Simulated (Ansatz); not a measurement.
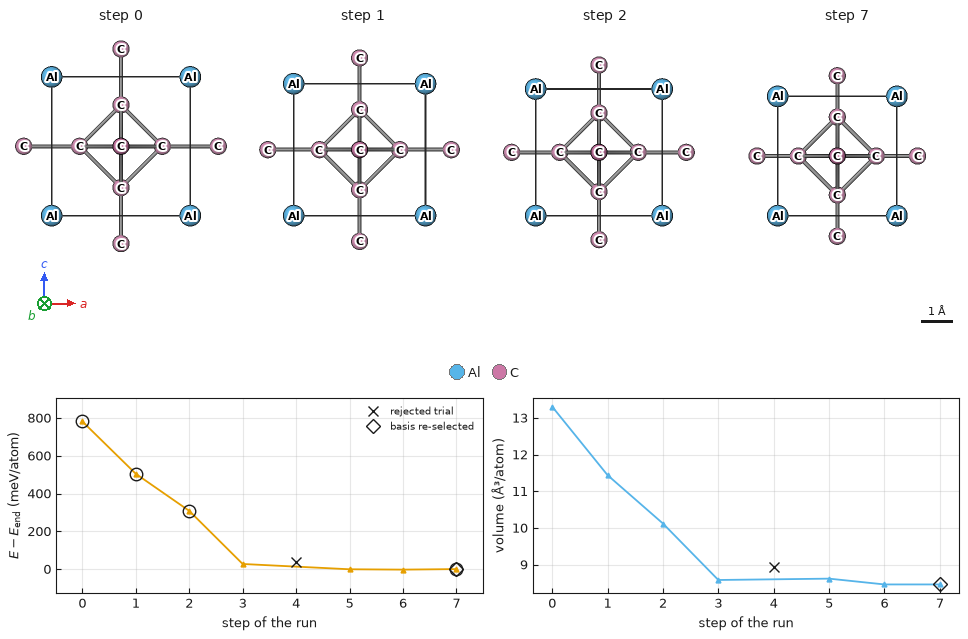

Frames of a relaxation of crystalline AlC6 (a generated structure, set up in Pm-3m) (coarse preliminary run), marked on the history of the run. The picture is a ball-and-stick view of the cell of the calculation, seen along the b axis.

These are results of Ansatz, DFT PBE, scalar-relativistic, plane waves, PAW, not measurements.

The input:
```yaml
crystal:
  lattice:
    - [4.53287885, 0.0, 0.0]
    - [0.0, 4.53287885, 0.0]
    - [0.0, 0.0, 4.53287885]
  atoms:
    - { symbol: Al, position: [0.0, 0.0, 0.0] }
    - { symbol: C, position: [0.2016845, 0.5, 0.5] }
    - { symbol: C, position: [0.5, 0.5, 0.7983155] }
    - { symbol: C, position: [0.5, 0.5, 0.2016845] }
    - { symbol: C, position: [0.5, 0.2016845, 0.5] }
    - { symbol: C, position: [0.5, 0.7983155, 0.5] }
    - { symbol: C, position: [0.7983155, 0.5, 0.5] }
basis:
  ecutwfc: 420
kpoints:
  mp_grid: { grid: [4, 4, 4] }
hamiltonian:
  xc: pbe
scf:
  occupations: { method: gaussian, width: 0.1 }
  lower_state_search: "off"
output:
  forces: true
  stress: true
  eigenvalues: true
relax:
  adjacent_minimum: "off"
  f_tol: 0.04
  max_steps: 70
  cell: { stress_tol: 0.4 }
```

Run as
```bash
ansatz run input.yaml --threads 1 --pin off --max-ram 2048MiB --backend cpu --events-out ev --progress --plain --runs-dir out
```

### Describe the path.

After 5 accepted moves (7 points after the start) the energy has fallen by 781 meV per atom. Largest force component: 0.46 eV/Å at the start, 0.01 eV/Å at the end. Pressure: −18.86 GPa at the start and −0.07 GPa at the end. The line search rejected the trial step at point 4 of the run. At 1 point the geometry stayed and the basis and grid were re-selected for the new cell (energy shift of 2.8 meV per atom at most each time). The largest moves relative to the cell, 0.11 Å, are those of C2, C3, C4, C5, C6 and C7. C6 goes along +b. Al stays in place. Cell: a = b = c 4.533 → 3.898 Å (−14.0 %). Volume −36.4 %. Some distances before and after: C2–C7 1.828 → 1.349 Å, C2–C3 1.912 → 1.802 Å. The space group stays Pm-3m (No. 221). From step 0 to 1: C atoms move most (0.03 Å), volume −14.0 %, energy −277 meV per atom. From step 1 to 2: C atoms move most (0.03 Å), volume −11.5 %, energy −196 meV per atom. From step 2 to 7: C atoms move most (0.06 Å), volume −16.4 %, energy −308 meV per atom.

| step | E − E(0), meV/atom | largest force component, eV/Å | pressure, GPa | volume, Å³/atom | note |
| --- | --- | --- | --- | --- | --- |
| 0 | 0.00 | 0.4560 | -18.86 | 13.305 |  |
| 1 | -276.96 | 1.6101 | -20.35 | 11.438 |  |
| 2 | -473.11 | 2.4553 | -15.45 | 10.120 |  |
| 3 | -754.15 | 2.6846 | 5.66 | 8.580 |  |
| 4 | -743.12 | 2.0925 | -13.31 | 8.927 | rejected |
| 5 | -782.23 | 0.1774 | -2.41 | 8.617 |  |
| 6 | -784.06 | 0.0047 | 0.27 | 8.459 |  |
| 7 | -781.25 | 0.0100 | -0.07 | 8.459 | same geometry, new basis |
